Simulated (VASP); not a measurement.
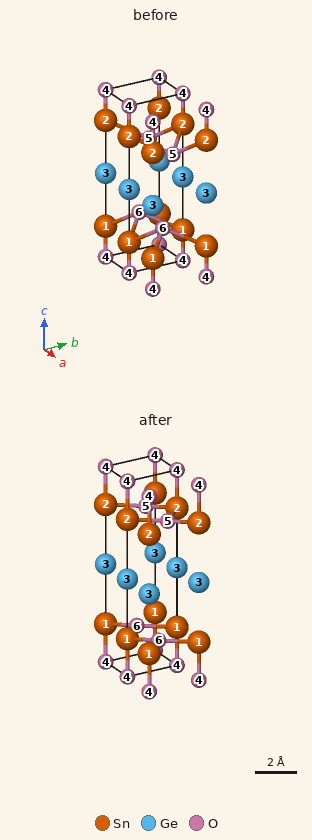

The structure of solid Sn2GeO3 (a generated structure, set up in P-3m1) before (top) and after (bottom) a relaxation, at one scale.

The picture is a ball-and-stick view of the cell of the calculation, repeated 2 × 1 × 1 with one cell outlined, seen slightly off an axis.

The run lets cell and atoms move.

Level of theory: Kohn-Sham DFT of a periodic cell, PBE, VASP PAW PBE potentials, recommended (VASP).

Input
```
PREC = Normal ; ENCUT = 520
EDIFF = 1E-4 ; ISMEAR = 0
SIGMA = 0.15 ; LREAL = False
LASPH = True ; NELM = 60
ALGO = Fast ; ISIF = 3
LWAVE = False ; LCHARG = False
GGA = PE ; IBRION = 2
NSW = 24 ; EDIFFG = -0.08
KPAR = 2
```

Command:
```bash
cat potpaw_PBE.64/Sn_d/POTCAR potpaw_PBE.64/Ge_d/POTCAR potpaw_PBE.64/O/POTCAR > POTCAR
mpirun -np 2 vasp_std > vasp.out
```

### What changed between the two?

The relaxation stopped without meeting its thresholds, so the last structure isn't shown to be converged. The energy falls by 1557 meV per atom in 23 geometry steps. Largest force component: 24 eV/Å at the start, 0.59 eV/Å at the end. The pressure goes from 32.00 to 1.38 GPa. The largest moves relative to the cell, 0.90 Å, are those of O5 and O6. O6 goes along −c. Largest moves by element: O 0.90 Å, Sn 0.11 Å. Ge stays in place. The drawn cell changes as follows: a = b 3.937 → 3.640 Å (−7.5 %), c 8.508 → 9.946 Å (+16.9 %); the volume changes by −0.1 %. Near-neighbour distances that change, for instance: Sn1–O6 2.505 → 2.113 Å, Sn1–O4 1.560 → 1.934 Å. Bond angles that change, for instance: O4–Sn1–O6 114.8° → 96.0°, Sn1–O6–Sn1 103.6° → 118.9°, O6–Sn1–O6 103.6° → 118.9°. The space group stays P-3m1 (No. 164). At step 1 the optimiser overshot: the energy rose above the start, and later steps came back.

Limits of the set-up: layers or molecules are held without a dispersion correction, so their spacing is unreliable.
